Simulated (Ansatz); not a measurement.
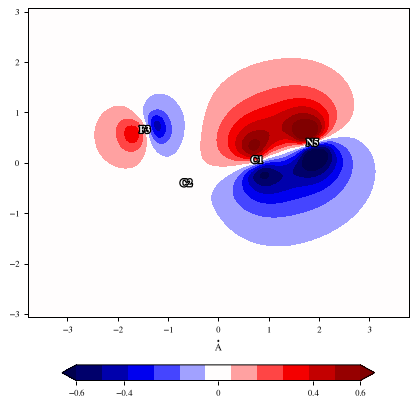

*C2HF2N (SMILES N#CC(F)F). The HOMO−1 on the plane of atoms C1, C2 and F3 (values in Å⁻³ᐟ²; the overall sign is arbitrary).*

Geometry: PBE0-D4/def2-SVP.

Theory: isolated molecule in a Gaussian basis; Kohn-Sham density functional theory, functional PBE0 in Ansatz.

Input

```
crystal:
  periodic: [false, false, false]
  atoms:
    - {symbol: C, position_ang: [0.194013, 1.101931, -0.388929]}
    - {symbol: C, position_ang: [0.509754, -0.331518, -0.195981]}
    - {symbol: F, position_ang: [1.072963, -0.820830, -1.308285]}
    - {symbol: F, position_ang: [-0.616878, -1.008772, 0.060679]}
    - {symbol: N, position_ang: [-0.030828, 2.227767, -0.511893]}
    - {symbol: H, position_ang: [1.208818, -0.457042, 0.649700]}
basis:
  gaussian:
    orbitals: def2-TZVPD
hamiltonian:
  xc: pbe0
output:
  forces: true
  orbitals: {seedname: orbitals}
```

Command:

```sh
ansatz run input.yaml --threads 2 --pin off --max-ram 5220MiB --events-out events.jsonl --progress --plain --runs-dir runs
```

Where does this orbital lie, and at what energy?

Answer. Its weight (Hirshfeld) is mainly on N5 (about 50 %) and C1 (about 40 %); π-bonding across N5–C1. Its energy is −10.74 eV.
